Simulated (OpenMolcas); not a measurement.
# RuF6 (charge −3): excited-state calculation (part 3 of 3)

Continued. System: RuF6, charge −3, multiplicity 2. Method: CASPT2/ANO-RCC-VDZ, DKH2 (OpenMolcas 26.06). The run did not end well. The atoms were displaced at random from an optimised geometry. The settings of this run were made unusual or wrong on purpose.

Geometry of the input (Å):
```
Ru -0.0002  -0.1833  -0.0595
F  0.0603  0.1229  2.1110
F  0.1598  -0.0533  -1.9568
F  2.0051  -0.0524  -0.0606
F  -2.0749  0.1502  -0.0868
F  -0.1726  2.0633  0.1645
F  -0.0450  -2.0202  0.0516
```

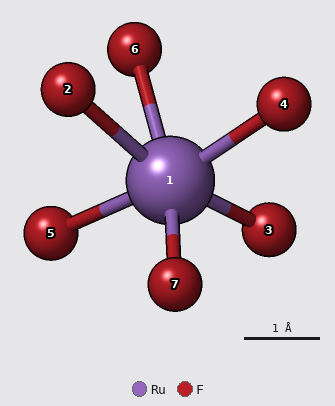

The structure (ball-and-stick view, seen at a tilt; atoms are numbered from 1 in the order of the input). Sticks mark near contacts.

## What the program printed, continued
```
      LoProp population analysis for root number:  3
      -----------------------------------------------

++    LoProp analysis:
      ----------------

++    Static properties:
      ------------------

      LoProp Charges per center

                   RU1      F2       F3       F4       F5       F6       F7
      Nuclear     44.0000   9.0000   9.0000   9.0000   9.0000   9.0000   9.0000
      Electronic -42.0989  -9.8483  -9.7723  -9.8026  -9.8278  -9.8708  -9.7794

      Total        1.9011  -0.8483  -0.7723  -0.8026  -0.8278  -0.8708  -0.7794
--

      Natural Bond Order analysis for root number:  3

++    Natural Bond Order analysis
      ---------------------------
      Based on LoProp computed density
      -------------------------------------------------------------------------------------
      Atom A       Atom B       Bond Order
      -------------------------------------------------------------------------------------
      NBO located      0.965 non-bonded electrons on atom RU1
      NBO located      0.969 non-bonded electrons on atom RU1
      NBO located      0.983 non-bonded electrons on atom RU1
      NBO located      0.981 non-bonded electrons on atom RU1
      NBO located      0.979 non-bonded electrons on atom RU1
      NBO located      1.005 non-bonded electrons on atom RU1
      NBO located      0.998 non-bonded electrons on atom RU1
      NBO located      1.000 non-bonded electrons on atom RU1
      NBO located      1.000 non-bonded electrons on atom RU1
      NBO located      1.000 non-bonded electrons on atom RU1
      NBO located      1.000 non-bonded electrons on atom RU1
      NBO located      1.000 non-bonded electrons on atom RU1
      NBO located      1.000 non-bonded electrons on atom RU1
      NBO located      1.000 non-bonded electrons on atom RU1
      NBO located      1.000 non-bonded electrons on atom RU1
      NBO located      1.000 non-bonded electrons on atom RU1
      NBO located      1.000 non-bonded electrons on atom RU1
      NBO located      1.000 non-bonded electrons on atom RU1
      NBO located      1.000 non-bonded electrons on atom RU1
      NBO located      1.000 non-bonded electrons on atom RU1
      NBO located      0.942 non-bonded electrons on atom F2
      NBO located      1.000 non-bonded electrons on atom F2
      NBO located      1.009 non-bonded electrons on atom F2
      NBO located      1.006 non-bonded electrons on atom F2
      NBO located      0.901 non-bonded electrons on atom F3
      NBO located      1.000 non-bonded electrons on atom F3
      NBO located      0.998 non-bonded electrons on atom F3
      NBO located      0.991 non-bonded electrons on atom F3
      NBO located      0.920 non-bonded electrons on atom F4
      NBO located      1.000 non-bonded electrons on atom F4
      NBO located      1.001 non-bonded electrons on atom F4
      NBO located      0.997 non-bonded electrons on atom F4
      NBO located      0.930 non-bonded electrons on atom F5
      NBO located      1.000 non-bonded electrons on atom F5
      NBO located      1.008 non-bonded electrons on atom F5
      NBO located      1.004 non-bonded electrons on atom F5
      NBO located      0.951 non-bonded electrons on atom F6
      NBO located      1.000 non-bonded electrons on atom F6
      NBO located      1.009 non-bonded electrons on atom F6
      NBO located      1.007 non-bonded electrons on atom F6
      NBO located      1.000 non-bonded electrons on atom F7
      NBO located      0.989 non-bonded electrons on atom F7
      NBO located      0.986 non-bonded electrons on atom F7
      The remaining    7.894 electrons are to be considered as diffuse
--

--

      Von Neumann Entropy (Root   4) =  1.67194

      Mulliken population analysis for root number:  4
      -----------------------------------------------

++    Molecular charges:
      ------------------

      Mulliken charges per centre
      ---------------------------

                RU1     F2      F3      F4      F5      F6      F7
      Total   42.0421  9.8502  9.7794  9.8118  9.8360  9.8831  9.7975

      N-E      1.9579 -0.8502 -0.7794 -0.8118 -0.8360 -0.8831 -0.7975

      Total electronic charge=  101.000000

      Total            charge=   -3.000000
--

      Expectation values of various properties for root number:  4
      -----------------------------------------------------------

++    Molecular properties:
      ---------------------

      Charge (e):
                      =   -3.0000
      Dipole Moment (debye):
      Origin of the operator (angstrom)=   -0.0060   -0.0680   -0.0085
                   X=  5.2301E-01               Y= -4.3547E+00               Z= -2.1886E+00           Total=  4.9017E+00
      Center of Charge (angstrom)
                     X=   -0.03696318               Y=    0.29465370               Z=    0.15094138
      Quadrupole Moment (debye*angstrom):
      Origin of the operator (angstrom)=   -0.0060   -0.0680   -0.0085
                  XX= -8.9666E+01              XY=  2.7937E+00              XZ=  4.6133E-01              YY= -9.0392E+01
                  YZ= -2.4543E+00              ZZ= -8.9026E+01
      In traceless form (debye*angstrom)
                  XX=  4.3500E-02              XY=  4.1906E+00              XZ=  6.9200E-01              YY= -1.0462E+00
                  YZ= -3.6814E+00              ZZ=  1.0027E+00
--

      Mulliken spin population analysis for root number:  4
      ---------------------------------------------------

++    Molecular charges:
      ------------------

      Mulliken spin population per centre
      ---------------------------

                RU1     F2      F3      F4      F5      F6      F7
      Total    1.0123 -0.0025  0.0022 -0.0017 -0.0025 -0.0074 -0.0004

      Total electronic spin=    1.000000
--

      LoProp population analysis for root number:  4
      -----------------------------------------------

++    LoProp analysis:
      ----------------

++    Static properties:
      ------------------

      LoProp Charges per center

                   RU1      F2       F3       F4       F5       F6       F7
      Nuclear     44.0000   9.0000   9.0000   9.0000   9.0000   9.0000   9.0000
      Electronic -42.0004  -9.8567  -9.7833  -9.8202  -9.8441  -9.8949  -9.8003

      Total        1.9996  -0.8567  -0.7833  -0.8202  -0.8441  -0.8949  -0.8003
--

      Natural Bond Order analysis for root number:  4

++    Natural Bond Order analysis
      ---------------------------
      Based on LoProp computed density
      -------------------------------------------------------------------------------------
      Atom A       Atom B       Bond Order
      -------------------------------------------------------------------------------------
      NBO located      0.968 non-bonded electrons on atom RU1
      NBO located      0.984 non-bonded electrons on atom RU1
      NBO located      0.982 non-bonded electrons on atom RU1
      NBO located      0.976 non-bonded electrons on atom RU1
      NBO located      0.978 non-bonded electrons on atom RU1
      NBO located      0.998 non-bonded electrons on atom RU1
      NBO located      1.000 non-bonded electrons on atom RU1
      NBO located      1.000 non-bonded electrons on atom RU1
      NBO located      1.000 non-bonded electrons on atom RU1
      NBO located      1.000 non-bonded electrons on atom RU1
      NBO located      1.000 non-bonded electrons on atom RU1
      NBO located      1.000 non-bonded electrons on atom RU1
      NBO located      1.000 non-bonded electrons on atom RU1
      NBO located      1.000 non-bonded electrons on atom RU1
      NBO located      1.000 non-bonded electrons on atom RU1
      NBO located      1.000 non-bonded electrons on atom RU1
      NBO located      1.000 non-bonded electrons on atom RU1
      NBO located      1.000 non-bonded electrons on atom RU1
      NBO located      1.000 non-bonded electrons on atom RU1
      NBO located      0.944 non-bonded electrons on atom F2
      NBO located      1.000 non-bonded electrons on atom F2
      NBO located      1.008 non-bonded electrons on atom F2
      NBO located      1.005 non-bonded electrons on atom F2
      NBO located      0.905 non-bonded electrons on atom F3
      NBO located      1.000 non-bonded electrons on atom F3
      NBO located      0.996 non-bonded electrons on atom F3
      NBO located      0.992 non-bonded electrons on atom F3
      NBO located      0.925 non-bonded electrons on atom F4
      NBO located      1.000 non-bonded electrons on atom F4
      NBO located      1.001 non-bonded electrons on atom F4
      NBO located      0.996 non-bonded electrons on atom F4
      NBO located      0.935 non-bonded electrons on atom F5
      NBO located      1.000 non-bonded electrons on atom F5
      NBO located      1.006 non-bonded electrons on atom F5
      NBO located      1.002 non-bonded electrons on atom F5
      NBO located      0.958 non-bonded electrons on atom F6
      NBO located      1.000 non-bonded electrons on atom F6
      NBO located      1.018 non-bonded electrons on atom F6
      NBO located      1.008 non-bonded electrons on atom F6
      NBO located      1.007 non-bonded electrons on atom F6
      NBO located      0.911 non-bonded electrons on atom F7
      NBO located      1.006 non-bonded electrons on atom F7
      NBO located      1.000 non-bonded electrons on atom F7
      NBO located      0.990 non-bonded electrons on atom F7
      NBO located      0.990 non-bonded electrons on atom F7
      The remaining    5.827 electrons are to be considered as diffuse
--

--

      Von Neumann Entropy (Root   5) =  1.74724

      Mulliken population analysis for root number:  5
      -----------------------------------------------

++    Molecular charges:
      ------------------

      Mulliken charges per centre
      ---------------------------

                RU1     F2      F3      F4      F5      F6      F7
      Total   42.0390  9.8546  9.7885  9.8321  9.8530  9.8635  9.7693

      N-E      1.9610 -0.8546 -0.7885 -0.8321 -0.8530 -0.8635 -0.7693

      Total electronic charge=  101.000000

      Total            charge=   -3.000000
--

      Expectation values of various properties for root number:  5
      -----------------------------------------------------------

++    Molecular properties:
      ---------------------

      Charge (e):
                      =   -3.0000
      Dipole Moment (debye):
      Origin of the operator (angstrom)=   -0.0060   -0.0680   -0.0085
                   X=  4.3569E-01               Y= -4.2415E+00               Z= -2.0663E+00           Total=  4.7382E+00
      Center of Charge (angstrom)
                     X=   -0.03090358               Y=    0.28680013               Z=    0.14245797
      Quadrupole Moment (debye*angstrom):
      Origin of the operator (angstrom)=   -0.0060   -0.0680   -0.0085
                  XX= -9.0291E+01              XY=  2.8070E+00              XZ=  3.5715E-01              YY= -8.9519E+01
                  YZ= -2.4972E+00              ZZ= -8.9342E+01
      In traceless form (debye*angstrom)
                  XX= -8.6085E-01              XY=  4.2105E+00              XZ=  5.3573E-01              YY=  2.9774E-01
                  YZ= -3.7459E+00              ZZ=  5.6310E-01
--

      Mulliken spin population analysis for root number:  5
      ---------------------------------------------------

++    Molecular charges:
      ------------------

      Mulliken spin population per centre
      ---------------------------

                RU1     F2      F3      F4      F5      F6      F7
      Total    1.0170 -0.0037 -0.0010 -0.0061 -0.0067 -0.0030  0.0035

      Total electronic spin=    1.000000
--

      LoProp population analysis for root number:  5
      -----------------------------------------------

++    LoProp analysis:
      ----------------

++    Static properties:
      ------------------

      LoProp Charges per center

                   RU1      F2       F3       F4       F5       F6       F7
      Nuclear     44.0000   9.0000   9.0000   9.0000   9.0000   9.0000   9.0000
      Electronic -41.9949  -9.8622  -9.7945  -9.8455  -9.8650  -9.8704  -9.7674

      Total        2.0051  -0.8622  -0.7945  -0.8455  -0.8650  -0.8704  -0.7674
--

      Natural Bond Order analysis for root number:  5

++    Natural Bond Order analysis
      ---------------------------
      Based on LoProp computed density
      -------------------------------------------------------------------------------------
      Atom A       Atom B       Bond Order
      -------------------------------------------------------------------------------------
      NBO located      0.969 non-bonded electrons on atom RU1
      NBO located      0.979 non-bonded electrons on atom RU1
      NBO located      0.986 non-bonded electrons on atom RU1
      NBO located      0.981 non-bonded electrons on atom RU1
      NBO located      0.983 non-bonded electrons on atom RU1
      NBO located      0.998 non-bonded electrons on atom RU1
      NBO located      1.000 non-bonded electrons on atom RU1
      NBO located      1.000 non-bonded electrons on atom RU1
      NBO located      1.000 non-bonded electrons on atom RU1
      NBO located      1.000 non-bonded electrons on atom RU1
      NBO located      1.000 non-bonded electrons on atom RU1
      NBO located      1.000 non-bonded electrons on atom RU1
      NBO located      1.000 non-bonded electrons on atom RU1
      NBO located      1.000 non-bonded electrons on atom RU1
      NBO located      1.000 non-bonded electrons on atom RU1
      NBO located      1.000 non-bonded electrons on atom RU1
      NBO located      1.000 non-bonded electrons on atom RU1
      NBO located      1.000 non-bonded electrons on atom RU1
      NBO located      1.000 non-bonded electrons on atom RU1
      NBO located      0.945 non-bonded electrons on atom F2
      NBO located      1.000 non-bonded electrons on atom F2
      NBO located      1.008 non-bonded electrons on atom F2
      NBO located      1.007 non-bonded electrons on atom F2
      NBO located      0.907 non-bonded electrons on atom F3
      NBO located      1.000 non-bonded electrons on atom F3
      NBO located      0.995 non-bonded electrons on atom F3
      NBO located      0.993 non-bonded electrons on atom F3
      NBO located      0.931 non-bonded electrons on atom F4
      NBO located      1.014 non-bonded electrons on atom F4
      NBO located      1.000 non-bonded electrons on atom F4
      NBO located      1.001 non-bonded electrons on atom F4
      NBO located      0.997 non-bonded electrons on atom F4
      NBO located      0.941 non-bonded electrons on atom F5
      NBO located      1.016 non-bonded electrons on atom F5
      NBO located      1.000 non-bonded electrons on atom F5
      NBO located      1.005 non-bonded electrons on atom F5
      NBO located      1.004 non-bonded electrons on atom F5
      NBO located      0.952 non-bonded electrons on atom F6
      NBO located      1.000 non-bonded electrons on atom F6
      NBO located      1.008 non-bonded electrons on atom F6
      NBO located      1.007 non-bonded electrons on atom F6
      NBO located      1.000 non-bonded electrons on atom F7
      NBO located      0.992 non-bonded electrons on atom F7
      NBO located      0.986 non-bonded electrons on atom F7
      The remaining    6.703 electrons are to be considered as diffuse
--

--

      Average orbitals are written to the RASORB file
      Natural orbitals for root   1 are written to the RASORB.1 file
      Natural orbitals for root   2 are written to the RASORB.2 file
      Natural orbitals for root   3 are written to the RASORB.3 file
      Natural orbitals for root   4 are written to the RASORB.4 file
      Natural orbitals for root   5 are written to the RASORB.5 file
      Spin density orbitals for root   1 are written to the SPDORB.1 file
      Spin density orbitals for root   2 are written to the SPDORB.2 file
      Spin density orbitals for root   3 are written to the SPDORB.3 file
      Spin density orbitals for root   4 are written to the SPDORB.4 file
      Spin density orbitals for root   5 are written to the SPDORB.5 file

--- Stop Module: rasscf /rc=_RC_NOT_CONVERGED_ ---
           step12.LoProp.molden step12.RasOrb step12.RasOrb.1 step12.RasOrb.2 step12.RasOrb.3 step12.RasOrb.4 step12.RasOrb.5 step12.rasscf.h5 step12.SpdOrb.1 step12.SpdOrb.2
           step12.SpdOrb.3 step12.SpdOrb.4 step12.SpdOrb.5 xmldump
--- Module rasscf spent 3 seconds ---

.#######################.
.# Convergence problem #.
.#######################.

    Timing: Wall=8.61 User=7.86 System=0.75
```

## What the run reported

- outcome: not converged
- basis functions: 90
- hardware: 1 thread of Arm Neoverse V2, 24 GiB of memory available, shared host
- wall time: 9 s
- peak memory: 0.29 GiB

## Diagnosis

Some settings of this run were drawn to be unusual or wrong (riter set to 2 (from default); sform set to xyz inline (from default)). The run did not converge. Its last values are not results.
